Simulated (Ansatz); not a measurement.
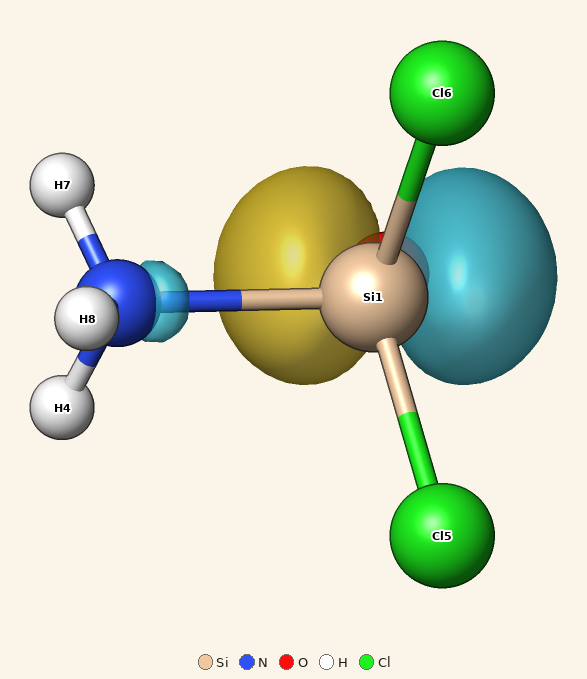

The picture shows: Cl$_{2}$H$_{3}$NOSi. The HOMO−1 at ±0.2 Å⁻³ᐟ² (yellow and cyan are the two phases), seen across its widest extent.

The product side of a reaction path; geometry: PBE0-D4/def2-TZVP.

Method: RKS PBE0-D4/def2-TZVPP in Ansatz.

```xyz
8

Si   -0.9787    0.0351    0.0625
N     0.9137   -0.2145   -0.1718
O    -1.6354   -1.1372   -0.6418
H     1.0984   -0.2511   -1.1718
Cl   -1.0813    1.9568   -0.6651
Cl   -0.9661    0.2244    2.1111
H     1.1571   -1.1194    0.2250
H     1.4925    0.5059    0.2519
```

Question: Where does this orbital lie, and at what energy?

Answer: Its weight (Hirshfeld) is mainly on O3 (about 75 %) and Si1 (about 15 %); largely a lone pair of O3. Its energy is −7.71 eV.
